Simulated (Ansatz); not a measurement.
One crystal and one scan (scan of one atom of the cell) at two levels, PBE-D3(BJ) (plane waves to 420 eV, PAW, scalar-relativistic; Ansatz, a program for electronic structure) and r2SCAN+rVV10 (plane waves to 500 eV, PAW, scalar-relativistic; Ansatz), each from its own relaxed cell and on its own mesh. The cell shown is that of PBE-D3(BJ).

Bi (A7 type, space group R-3m)

```
CELL_PARAMETERS angstrom
      2.26661     1.30863     3.88456
     -2.26661     1.30863     3.88456
      0.00000    -2.61726     3.88456
ATOMIC_POSITIONS crystal
  Bi 0.23718 0.23718 0.23718
  Bi 0.76282 0.76282 0.76282
```

In each cell atom 1 (Bi, nearest neighbour Bi at 3.091 Å; its periodic images, 4.5 Å or more away, move with it) moves by s·(0.577, 0.577, 0.577) (along Cartesian [111]), the rest being held.

The energy includes the smearing's −TS. Bi was relaxed with its symmetry unable to fall. Spin-orbit coupling is left out, though Bi is heavy. With partly filled bands, energies and forces of such displacements shift with the k mesh and the smearing. Percentages come from the unrounded values.

```json
[
 {"quantity": "Lattice constant a (Å)", "PBE-D3(BJ)": "4.533", "r2SCAN+rVV10": "4.521", "PBE-D3(BJ) − r2SCAN+rVV10": "+0.012 (+0.3 %)"},
 {"quantity": "Lattice constant c (Å)", "PBE-D3(BJ)": "11.65", "r2SCAN+rVV10": "12.03", "PBE-D3(BJ) − r2SCAN+rVV10": "-0.38 (-3.1 %)"},
 {"quantity": "Relaxed volume (Å³/atom)", "PBE-D3(BJ)": "34.57", "r2SCAN+rVV10": "35.48", "PBE-D3(BJ) − r2SCAN+rVV10": "-0.91 (-2.6 %)"},
 {"quantity": "Force constant k = d²E/ds² at s = 0 (finite differences) (eV/Å²)", "PBE-D3(BJ)": "2.31", "r2SCAN+rVV10": "3.30", "PBE-D3(BJ) − r2SCAN+rVV10": "-0.99 (-30 %)"}
]
```

PBE-D3(BJ) gives the higher value for: lattice constant a. PBE-D3(BJ) gives the lower value for: lattice constant c; relaxed volume; force constant k = d²E/ds² at s = 0. Both give the same shape of the curve: a single well with its minimum at or next to zero displacement.

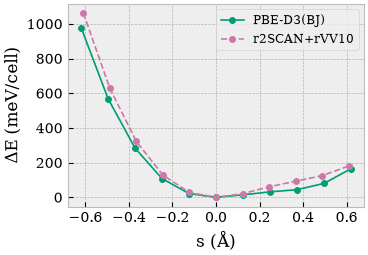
Figure: ΔE, each from the undisplaced structure of its own level.

(A displaced cell: forces are minus the slopes of the energy, force constants its curvatures, and phonons follow from these.)
